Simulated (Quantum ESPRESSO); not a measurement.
## Collinear magnetic orders of LiGdSe2 with Quantum ESPRESSO

A self-consistent run ends on one state, which hangs on the start. Several orders of LiGdSe2 are started in Quantum ESPRESSO and their energies compared.

Method: BLYP with U = 3.6 eV on Gd f (atomic projectors); plane waves with SSSP 1.3 efficiency PBE potentials, no spin-orbit coupling, in Quantum ESPRESSO 7.5.

## (1) The structure

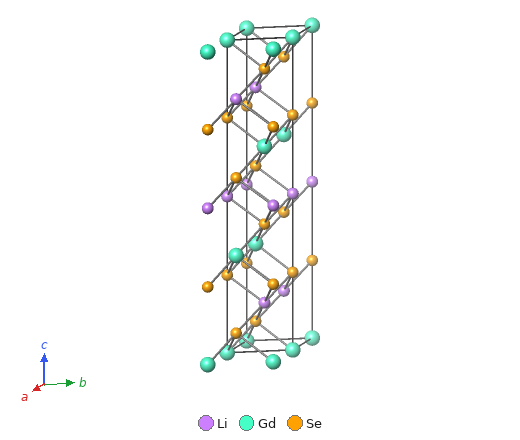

The cell as given, slightly off an axis (lithium purple, gadolinium teal, selenium orange). 2×1×1 cells are drawn. This picture shows the conventional cell, with its axes. Bonds to atoms that aren't drawn are left out. Some periodic images of atoms are drawn too.

Coordinates:

```cif
data_structure
_symmetry_space_group_name_H-M 'R-3m:H'
_symmetry_Int_Tables_number 166
_cell_length_a 4.1035
_cell_length_b 4.1035
_cell_length_c 19.3884
_cell_angle_alpha 90.000
_cell_angle_beta 90.000
_cell_angle_gamma 120.000
_cell_volume 282.73
loop_
_atom_site_label
_atom_site_type_symbol
_atom_site_symmetry_multiplicity
_atom_site_Wyckoff_symbol
_atom_site_fract_x
_atom_site_fract_y
_atom_site_fract_z
_atom_site_occupancy
Li1 Li 3 b 0.33333 0.66667 0.16667 1
Gd1 Gd 3 a 0.00000 0.00000 0.00000 1
Se1 Se 6 c 0.66667 0.33333 0.08498 1
```

The cell comes from Materials Project 2023-11-01, a database of computed structures, and need not be the stable phase.

## (2) Run 1, typed as ferro +

The signs are those of the starting moments on the seeded atoms, the atoms that are given a moment.

pw.in

```
&CONTROL
  calculation = 'scf'
  prefix = 'pwscf'
  outdir = './tmp'
  pseudo_dir = './pseudo'
  disk_io = 'nowf'
  tprnfor = .true.
  tstress = .true.
/
&SYSTEM
  ibrav = 0
  celldm(1) = 8
  nat = 4
  ntyp = 3
  ecutwfc = 50
  ecutrho = 400
  nbnd = 28
  input_dft = 'blyp'
  occupations = 'smearing'
  smearing = 'fd'
  degauss = 0.00734986
  nspin = 2
  starting_magnetization(1) = 0
  starting_magnetization(2) = 0.3889
  starting_magnetization(3) = 0
/
&ELECTRONS
  conv_thr = 4d-07
  electron_maxstep = 150
  mixing_beta = 0.5
  mixing_ndim = 12
/
ATOMIC_SPECIES
Li      6.9400 li_pbe_v1.4.uspp.F.UPF
Gd    157.2500 Gd.paw.z_18.atompaw.wentzcovitch.v1.2.upf
Se     78.9710 Se_pbe_v1.uspp.F.UPF
CELL_PARAMETERS alat
   0.4846533974646    0.2798147694887    1.5266138646805
  -0.4846533974646    0.2798147694887    1.5266138646805
   0.0000000000000   -0.5596295389774    1.5266138646805
ATOMIC_POSITIONS crystal
Li      0.5000000000    0.5000000000    0.5000000000
Gd      0.0000000000    0.0000000000    0.0000000000
Se      0.7516470200    0.7516470200    0.7516470200
Se      0.2483529800    0.2483529800    0.2483529800
K_POINTS automatic
6 6 6 0 0 0
HUBBARD {atomic}
U Gd-4f 3.6000
```

On the command line:

```
OMP_NUM_THREADS=1 mpirun -n 4 pw.x -nk 4 -in pw.in > pw.out
```

Log:

```text
Program PWSCF v.7.5 starts

     file Gd.paw.z_18.atompaw.wentzcovitch.v1.2.upf: wavefunction(s)  6S 0P 5D 0D 4F 0F renormalized

     IMPORTANT: XC functional enforced from input :
     Exchange-correlation= BLYP
                           (   1   3   1   3   0   0   0)
     Any further DFT definition will be discarded
     Please, verify this is what you really want

     Message from routine setup:
     using ibrav=0 with symmetry is DISCOURAGED, use correct ibrav instead

     K-points division:     npool     =       4
     Subspace diagonalization in iterative solution of the eigenvalue problem:

     G-vector sticks info
     --------------------
     sticks:   dense  smooth     PW     G-vecs:    dense   smooth      PW
     Sum        3067    1539    475                86009    30379    5209

     Using Slab Decomposition

     bravais-lattice index     =            0
     lattice parameter (alat)  =       8.0000  a.u.
     unit-cell volume          =     635.9930 (a.u.)^3
     number of atoms/cell      =            4
     number of atomic types    =            3
     number of electrons       =        33.00
     number of Kohn-Sham states=           28
     kinetic-energy cutoff     =      50.0000  Ry
     charge density cutoff     =     400.0000  Ry
     scf convergence threshold =      4.0E-07
     mixing beta               =       0.5000
     number of iterations used =           12  plain     mixing
     Exchange-correlation= BLYP
                           (   1   3   1   3   0   0   0)
     Hubbard projectors: atomic
     Hubbard parameters of DFT+U (Dudarev formulation) in eV:
     U(Gd-4f) =  3.6000

     Internal variables: lda_plus_u =T, lda_plus_u_kind = 0

     Internal variables: orbital_resolved =F, hub_pot_fix =F, apply_U = F

     celldm(1)=   8.000000  celldm(2)=   0.000000  celldm(3)=   0.000000
     celldm(4)=   0.000000  celldm(5)=   0.000000  celldm(6)=   0.000000

     crystal axes: (cart. coord. in units of alat)
               a(1) = (   0.484653   0.279815   1.526614 )
               a(2) = (  -0.484653   0.279815   1.526614 )
               a(3) = (   0.000000  -0.559630   1.526614 )

     reciprocal axes: (cart. coord. in units 2 pi/alat)
               b(1) = (  1.031665  0.595632  0.218348 )
               b(2) = ( -1.031665  0.595632  0.218348 )
               b(3) = ( -0.000000 -1.191264  0.218348 )

     PseudoPot. # 1 for Li read from file:
     li_pbe_v1.4.uspp.F.UPF
     Pseudo is Ultrasoft, Zval =  3.0
     Generated by new atomic code, or converted to UPF format
     Using radial grid of  751 points,  5 beta functions with:
                l(1) =   0
                l(2) =   0
                l(3) =   0
                l(4) =   1
                l(5) =   1
     Q(r) pseudized with 10 coefficients,  rinner =    1.150   1.150   1.150

     PseudoPot. # 2 for Gd read from file:
     Gd.paw.z_18.atompaw.wentzcovitch.v1.2.upf
     Pseudo is Projector augmented-wave + core cor, Zval = 18.0
     Generated using ATOMPAW code
     Shape of augmentation charge: BESSEL
     Using radial grid of 1110 points,  8 beta functions with:
                l(1) =   0
                l(2) =   0
                l(3) =   1
                l(4) =   1
                l(5) =   2
                l(6) =   2
                l(7) =   3
                l(8) =   3
     Q(r) pseudized with 0 coefficients

     PseudoPot. # 3 for Se read from file:
     Se_pbe_v1.uspp.F.UPF
     Pseudo is Ultrasoft + core correction, Zval =  6.0
     Generated by new atomic code, or converted to UPF format
     Using radial grid of  877 points,  6 beta functions with:
                l(1) =   0
                l(2) =   0
                l(3) =   1
                l(4) =   1
                l(5) =   2
                l(6) =   2
     Q(r) pseudized with  8 coefficients,  rinner =    1.300   1.300   1.300
                                                       1.300   1.300

     atomic species   valence    mass     pseudopotential
     Li                3.00     6.94000     Li( 1.00)
     Gd               18.00   157.25000     Gd( 1.00)
     Se                6.00    78.97100     Se( 1.00)

     Starting magnetic structure
     atomic species   magnetization
     Li              0.000
     Gd              0.389
     Se              0.000

     12 Sym. Ops., with inversion, found

   Cartesian axes

     site n.     atom                  positions (alat units)
         1        Li     tau(   1) = (   0.0000000   0.0000000   2.2899208  )
         2        Gd     tau(   2) = (   0.0000000   0.0000000   0.0000000  )
         3        Se     tau(   3) = (   0.0000000  -0.0000000   3.4424243  )
         4        Se     tau(   4) = (   0.0000000   0.0000000   1.1374173  )

     number of k points=    32  Fermi-Dirac smearing, width (Ry)=  0.0073
                       cart. coord. in units 2pi/alat
        k(    1) = (   0.0000000   0.0000000   0.0000000), wk =   0.0046296
        k(    2) = (  -0.0000000  -0.1985440   0.0363914), wk =   0.0277778
        k(    3) = (  -0.0000000  -0.3970881   0.0727827), wk =   0.0277778
        k(    4) = (   0.0000000   0.5956321  -0.1091741), wk =   0.0138889
        k(    5) = (  -0.1719442  -0.0992720   0.0727827), wk =   0.0277778
        [... 27 further k-points ...]

     Dense  grid:    86009 G-vectors     FFT dimensions: (  90,  90,  90)

     Smooth grid:    30379 G-vectors     FFT dimensions: (  60,  60,  60)

     Generating pointlists ...
     new r_m :   0.2777 (alat units)  2.2214 (a.u.) for type    1
     new r_m :   0.2812 (alat units)  2.2495 (a.u.) for type    2
     new r_m :   0.2777 (alat units)  2.2214 (a.u.) for type    3

     Initial potential from superposition of free atoms

     starting charge      32.5440, renormalised to      33.0000

     STARTING HUBBARD OCCUPATIONS:

     =================== HUBBARD OCCUPATIONS ===================
     ------------------------ ATOM    2 ------------------------
     Tr[ns(  2)] (up, down, total) =   7.00000  0.00000  7.00000
     Atomic magnetic moment for atom   2 =   7.00000
     [... lines left out ...]
     Number of occupied Hubbard levels =    7.0000

     Atomic wfc used for Hubbard projectors are NOT orthogonalized

     Starting wfcs are   45 randomized atomic wfcs
     Checking if some PAW data can be deallocated...

     Self-consistent Calculation

     iteration #  1     ecut=    50.00 Ry     beta= 0.50
     Davidson diagonalization with overlap
     ethr =  1.00E-02,  avg # of iterations =  3.6

     =================== HUBBARD OCCUPATIONS ===================
     ------------------------ ATOM    2 ------------------------
     Tr[ns(  2)] (up, down, total) =   6.99979  0.02982  7.02961
     Atomic magnetic moment for atom   2 =   6.96997
     [... lines left out ...]
     Number of occupied Hubbard levels =    7.0296

     total energy              =    -787.22962443 Ry
     estimated scf accuracy    <       0.81956107 Ry

     total magnetization       =     7.00 Bohr mag/cell
     absolute magnetization    =     7.26 Bohr mag/cell

     iteration #  2     ecut=    50.00 Ry     beta= 0.50
     Davidson diagonalization with overlap
     ethr =  2.48E-03,  avg # of iterations =  2.4

     total energy              =    -785.67081788 Ry
     estimated scf accuracy    <       9.19828196 Ry

     total magnetization       =     4.12 Bohr mag/cell
     absolute magnetization    =     4.22 Bohr mag/cell

     iteration #  3     ecut=    50.00 Ry     beta= 0.50
     Davidson diagonalization with overlap
     ethr =  2.48E-03,  avg # of iterations =  2.3

     total energy              =    -787.59220399 Ry
     estimated scf accuracy    <       0.40163944 Ry

     total magnetization       =     7.00 Bohr mag/cell
     absolute magnetization    =     7.22 Bohr mag/cell

     [... further iterations left out ...]

     iteration #  8     ecut=    50.00 Ry     beta= 0.50
     Davidson diagonalization with overlap
     c_bands:  1 eigenvalues not converged
     c_bands:  1 eigenvalues not converged
     ethr =  1.15E-06,  avg # of iterations =  9.6

     total energy              =    -787.54763238 Ry
     estimated scf accuracy    <       0.00002592 Ry

     total magnetization       =     7.00 Bohr mag/cell
     absolute magnetization    =     7.15 Bohr mag/cell

     iteration #  9     ecut=    50.00 Ry     beta= 0.50
     Davidson diagonalization with overlap
     ethr =  7.85E-08,  avg # of iterations =  6.4

     total energy              =    -787.54764599 Ry
     estimated scf accuracy    <       0.00000260 Ry

     total magnetization       =     7.00 Bohr mag/cell
     absolute magnetization    =     7.15 Bohr mag/cell

     iteration # 10     ecut=    50.00 Ry     beta= 0.50
     Davidson diagonalization with overlap
     ethr =  7.87E-09,  avg # of iterations =  7.3

     total energy              =    -787.54764862 Ry
     estimated scf accuracy    <       0.00000091 Ry

     total magnetization       =     7.00 Bohr mag/cell
     absolute magnetization    =     7.15 Bohr mag/cell

     iteration # 11     ecut=    50.00 Ry     beta= 0.50
     Davidson diagonalization with overlap
     ethr =  2.74E-09,  avg # of iterations =  2.5

     Magnetic moment per site  (integrated on atomic sphere of radius R)
     atom   1 (R=0.278)  charge=  2.3575  magn= -0.0042
     atom   2 (R=0.281)  charge= 15.2894  magn=  6.9816
     atom   3 (R=0.278)  charge=  4.7498  magn= -0.0284
     atom   4 (R=0.278)  charge=  4.7498  magn= -0.0284

     End of self-consistent calculation

     =================== HUBBARD OCCUPATIONS ===================
     ------------------------ ATOM    2 ------------------------
     Tr[ns(  2)] (up, down, total) =   7.01079  0.07342  7.08421
     Atomic magnetic moment for atom   2 =   6.93737
     [... lines left out ...]
     Number of occupied Hubbard levels =    7.0842

     [... lines left out ...]
     the Fermi energy is     8.0534 ev

!    total energy              =    -787.54764884 Ry
     estimated scf accuracy    <       0.00000008 Ry
     smearing contrib. (-TS)   =      -0.00000464 Ry
     internal energy E=F+TS    =    -787.54764420 Ry

     The total energy is F=E-TS. E is the sum of the following terms:
     one-electron contribution =    -159.13478696 Ry
     hartree contribution      =      94.67226258 Ry
     xc contribution           =     -86.21347954 Ry
     ewald contribution        =    -169.45149718 Ry
     Hubbard energy            =       0.00813218 Ry
     one-center paw contrib.   =    -467.42827528 Ry

     total magnetization       =     7.00 Bohr mag/cell
     absolute magnetization    =     7.15 Bohr mag/cell

     convergence has been achieved in  11 iterations

     Forces acting on atoms (cartesian axes, Ry/au):

     atom    1 type  1   force =     0.00000000    0.00000000   -0.00000000
     atom    2 type  2   force =    -0.00000000   -0.00000000   -0.00000000
     atom    3 type  3   force =    -0.00000000   -0.00000000    0.00936803
     atom    4 type  3   force =     0.00000000    0.00000000   -0.00936803

     Total force =     0.013248     Total SCF correction =     0.000278

     Computing stress (Cartesian axis) and pressure

          total   stress  (Ry/bohr**3)                   (kbar)     P=       41.76
   0.00028303  -0.00000000   0.00000000           41.63       -0.00        0.00
   0.00000000   0.00028303   0.00000000            0.00       41.63        0.00
   0.00000000   0.00000000   0.00028553            0.00        0.00       42.00

=------------------------------------------------------------------------------=
   JOB DONE.
=------------------------------------------------------------------------------=
```

Elapsed: 88 s, on 4 MPI ranks of Intel Xeon Platinum 8488C (Sapphire Rapids), shared host; peak memory 1.6 GiB.

Spin moment in the atom's sphere by atom:

```csv
atom,spin moment in the atom's sphere (μB)
Li1,0.00
Gd2,6.98
Se3,-0.03
Se4,-0.03
```

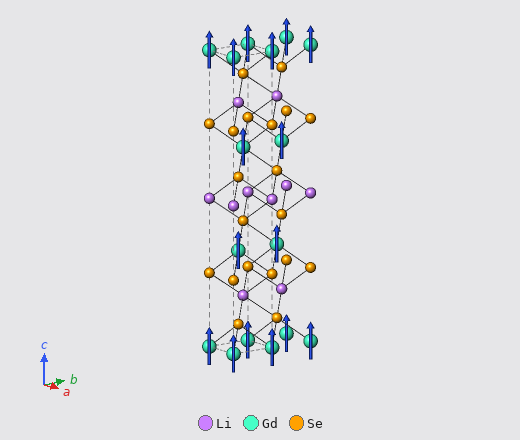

Spin moment in the atom's sphere as arrows, the longest 6.98 μB. Up and down stand for the sign. Arrows give size and sign along the axis of quantisation, drawn up and down the page. Bonds to atoms that aren't drawn are left out. 1×2×1 conventional cells are drawn. Some periodic images of atoms are drawn too.

Numbers from this step:

| Quantity | Value |
| --- | --- |
| smearing term TS | 6.32e-5 eV |
| pressure | 4.176 GPa |
| magnetization | 7 μB |
| absolute magnetization | 7.153 μB |
| final state | ferromagnetic |

[end of part 1 of 2]

[Logs and program files are shortened in this print: banners, set-up blocks, solver, clock and traceback lines can be left out without a mark of their own.]

[Logs are printed without paths, hosts, clocks, repeated set-up lines and the standing remarks that a program may print on its own settings, such as how far it seeks lower states.]

[Hosts, paths, dates, database ids (printed as entryN), source tags and the programs' standing remarks are cut or masked in the printed files.]

[Where a cell is said to come from a database of computed structures, the database is the Materials Project.]
